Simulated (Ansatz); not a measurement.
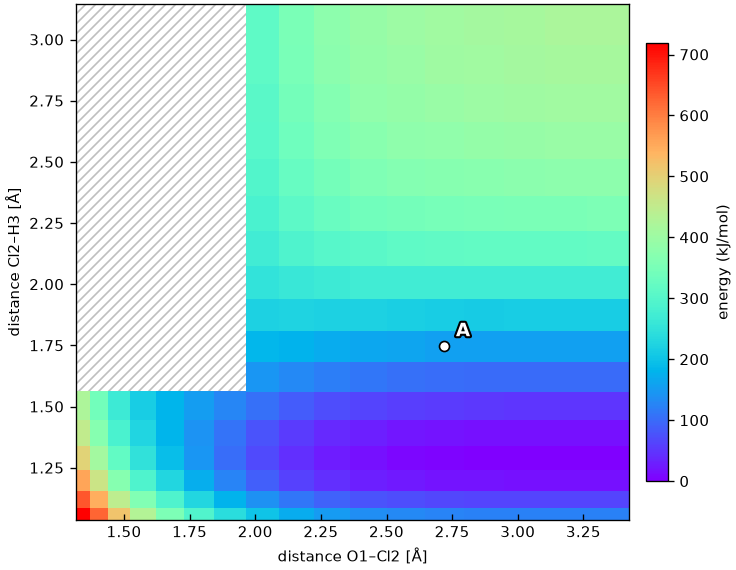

The system O + ClH, spin multiplicity 3. 
- First axis: distance O1–Cl2. Second axis: distance Cl2–H3.
- Nothing is relaxed (the angle O1–Cl2–H3 is fixed at 180 degrees).
- Grid: 17 × 17 points. At 77 points there is no value.
- Points are written as (first, second).
- Energies are in kJ/mol, from the lowest grid point.
- In part of the range the unrestricted reference is strongly spin-contaminated.
- Theory: UKS PBE0-D4/def2-SVPD (Ansatz).

Drawn: one coloured cell a grid point, hatched blanks where no value was computed, the point A.

> Which way does the force act at A, and how strong is it?

A, at (2.720 Å, 1.747 Å), is not a stationary point. The computed force is 15 kJ/mol for each Å towards larger values of distance O1–Cl2 and 450 kJ/mol for each Å towards smaller values of distance Cl2–H3.
